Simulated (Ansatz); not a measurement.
CH4ClFOTi

Input

```
crystal:
  periodic: [false, false, false]
  atoms:
    - {symbol: C, position_ang: [-1.283308, 0.014516, -0.308445]}
    - {symbol: Ti, position_ang: [0.753841, 0.059952, -0.201011]}
    - {symbol: O, position_ang: [1.140949, -0.371101, 1.460399]}
    - {symbol: F, position_ang: [1.316966, -1.120885, -1.368079]}
    - {symbol: Cl, position_ang: [1.348904, 2.115764, -0.725802]}
    - {symbol: H, position_ang: [-1.698422, 0.727501, 0.408731]}
    - {symbol: H, position_ang: [-1.591077, 0.281726, -1.323238]}
    - {symbol: H, position_ang: [-1.627516, -0.995440, -0.067209]}
    - {symbol: H, position_ang: [1.728263, -0.758432, 2.107554]}
basis:
  gaussian: {orbitals: def2-TZVPP}
hamiltonian: {xc: pbe0, dispersion: d4}
output: {orbitals: {seedname: orbitals}}
```

Run with:

```sh
ansatz run in.yaml --threads 4 --pin off --events-out ev --progress --plain --max-ram 10444MiB
```

Geometry: PBE0-D4/def2-TZVP.

Computed with RKS PBE0-D4/def2-TZVPP in Ansatz 0.2.0.

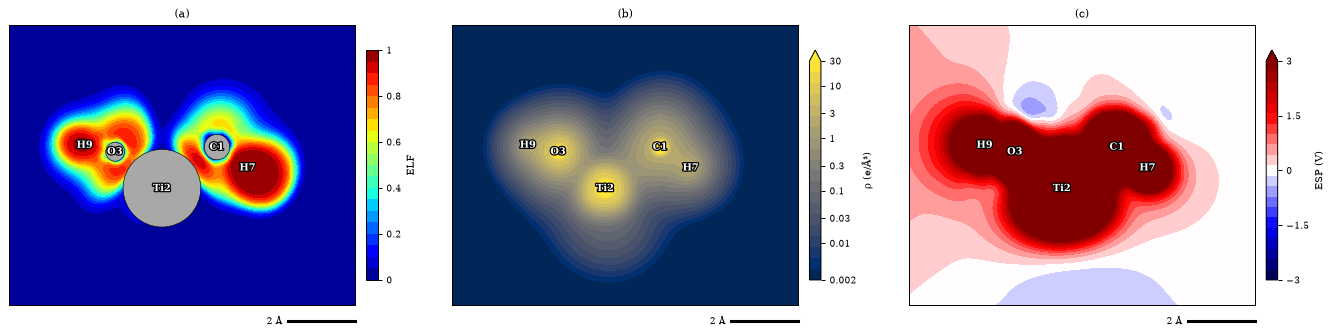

Figure 1. (a) electron localisation function; (b) electron density; (c) molecular electrostatic potential on the plane of atoms C1, Ti2 and O3. Grey discs cover the atomic cores in the ELF map.

> Read the bonding off the picture.

The plane passes through C, Ti, O and H nuclei. Ti–O (1.76 Å): ρ at the midpoint is about 1.1 e/Å³; the ELF peaks at about 0.80 in the valence shell of O, 0.5 Å from its nucleus, and is about 0.25 at the midpoint. C–Ti (2.04 Å): the density is about 0.84 e/Å³ at the midpoint; the ELF peaks at about 0.95 in the valence shell of C, 0.7 Å from its nucleus, and is about 0.65 at the midpoint. O–H (0.96 Å): ρ is about 3.8 e/Å³ halfway; the ELF climbs to about 1 towards the hydrogen, as it does in any bond to H (an ordinary covalent bond to hydrogen). C–H (1.09 Å): the density is about 1.9 e/Å³ at the midpoint; the ELF climbs to about 1 towards the hydrogen; a covalent bond by its length. Outside the dense part of the molecule the potential is most negative (−0.7 V) near O3.

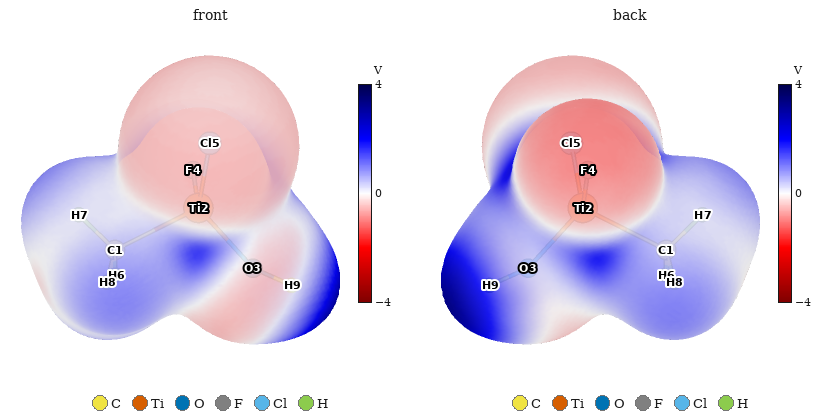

Figure 2. The electrostatic potential painted on the density surface at 0.002 e/bohr³, seen from the front and from behind; the colour scale runs from red (negative) to blue (positive).

> Which sites attract a positive test charge, and which a negative one?

A positive charge is drawn to the negative regions and a negative charge to the positive ones. The most negative region (about −1.0 V, or −23 kcal/mol for a unit charge) lies over F4, the most positive (about +3.2 V, or +74 kcal/mol for a unit charge) over H9.

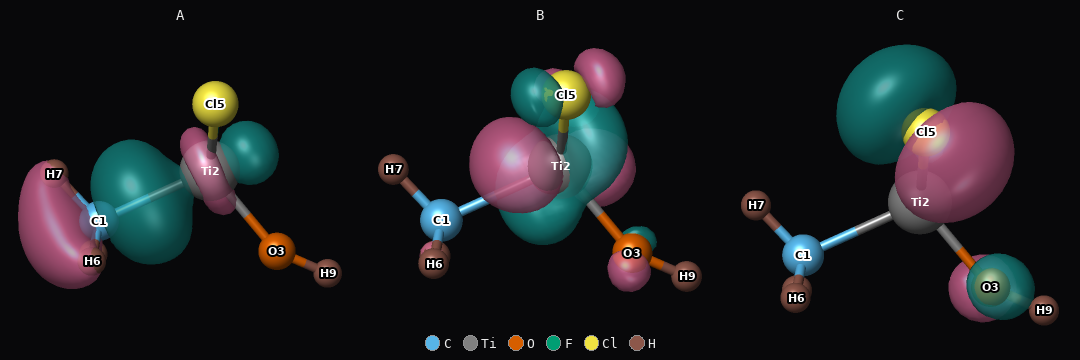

Figure 3. Three frontier orbitals at ±0.15 Å⁻³ᐟ² (teal and pink are the two phases), in no order.

> Which picture is the HOMO−1, the HOMO and the LUMO?

C is the HOMO−1 (−9.23 eV). Its weight (Hirshfeld) is mainly on Cl5 (about 80 %), O3 (about 10 %) and Ti2 (about 10 %); largely a lone pair of Cl5. A is the HOMO (−8.45 eV). It lies mainly on C1 (about 50 %) and Ti2 (about 35 %). B is the LUMO (−2.30 eV). Its weight (Hirshfeld) is mainly on Ti2 (about 75 %) and Cl5 (about 10 %).

> What is the HOMO–LUMO gap?

6.15 eV between the orbital energies.
